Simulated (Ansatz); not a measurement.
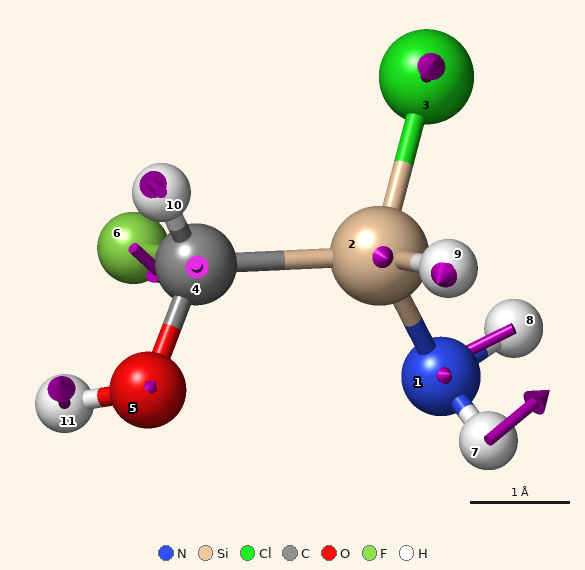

This is a relaxation of CH5ClFNOSi. The starting structure is drawn; purple arrows show the displacements, at their true length. The two geometries are superimposed by the best rigid fit.

Style: ball-and-stick. Shown at a tilt.

The run prepares an end point of a later path (inversion) calculation, from a guessed geometry.

Level of theory: Ansatz, RKS revPBE/def2-SVP. Set-up: no spin polarisation; force threshold 0.015 eV/Å; at most 40 steps.

Question: Atoms of which element are displaced furthest, and by how much?

Answer: Hydrogen: up to 1.24 Å, against 0.68 Å for chlorine.

Question: What did the optimiser do to the structure, and how much energy did it gain?

Answer: The largest move after the best rigid fit is that of H8, 1.24 Å. By element the largest moves are H 1.24 Å, Cl 0.68 Å, F 0.67 Å, C 0.28 Å, Si 0.26 Å, N 0.16 Å. Near-neighbour distances that change, for instance: C4–H10 1.027 → 1.118 Å, Si2–Cl3 2.062 → 2.118 Å, C4–O5 1.428 → 1.387 Å, N1–H8 1.064 → 1.024 Å. Bond angles that change, for instance: Si2–N1–H8 104.0° → 117.0°, Si2–N1–H7 109.9° → 121.0°, N1–Si2–C4 115.8° → 105.9°. Groups turn about C4–O5 by about 50°, Si2–C4 by about 25°. After 24 accepted moves (26 points after the start) the energy has fallen by 90.6 kJ/mol. Largest force component: 4 eV/Å at the start, 0.0084 eV/Å at the end. The line search rejected the trial steps at points 9, 21 of the run. The run took 78 s on 2 threads of Arm Neoverse V2, with other jobs on the host, peak memory 0.21 GiB.
